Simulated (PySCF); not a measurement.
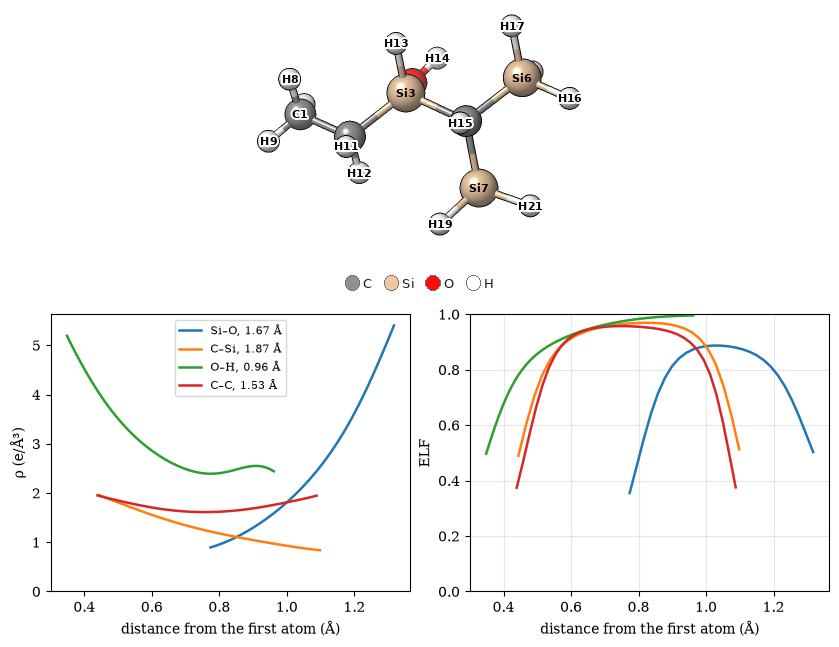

Figure. C3H14OSi3. Total electron density and ELF along straight lines between neighbouring atoms. The curves leave out the atomic cores. The structure is drawn too.

Geometry: PBE0-D3(BJ)/def2-SVP.

Computed with B3LYP/def2-SVPD, SCF density, gas phase (PySCF).

```xyz
21

C    -3.0538   -0.3179   -0.3207
C    -1.6216   -0.7063    0.0381
Si   -0.4665    0.7552    0.1903
O    -0.4673    1.4939   -1.3104
C     1.2829    0.2407    0.6801
Si    2.4393    1.7236    0.7394
Si    1.9691   -1.1534   -0.3885
H    -3.5017    0.3284    0.4511
H    -3.7023   -1.2015   -0.4270
H    -3.0853    0.2375   -1.2703
H    -1.5894   -1.2651    0.9905
H    -1.2047   -1.3888   -0.7235
H    -0.9651    1.7127    1.2337
H    -0.0010    2.3303   -1.3934
H     1.2168   -0.1424    1.7174
H     3.8092    1.3370    1.1959
H     1.9016    2.7725    1.6616
H     2.5599    2.3336   -0.6239
H     1.2227   -2.4248   -0.1371
H     1.8430   -0.8017   -1.8348
H     3.4146   -1.3951   -0.0849
```

Question: Compare the contacts.

Answer: Si–O (1.67 Å): ρ is about 1.1 e/Å³ halfway; the ELF peaks at about 0.90 between the atoms: a polar covalent bond.
C–Si (1.87 Å): ρ is about 1 e/Å³ halfway; the ELF peaks at about 0.95 between the atoms: a covalent bond.
O–H (0.96 Å): ρ is about 3.7 e/Å³ halfway; the ELF climbs to about 1 towards the hydrogen, as it does in any bond to H (an ordinary covalent bond to hydrogen).
C–C (1.53 Å): ρ is about 1.6 e/Å³ halfway; the ELF peaks at about 0.95 between the atoms, as expected for a covalent bond.
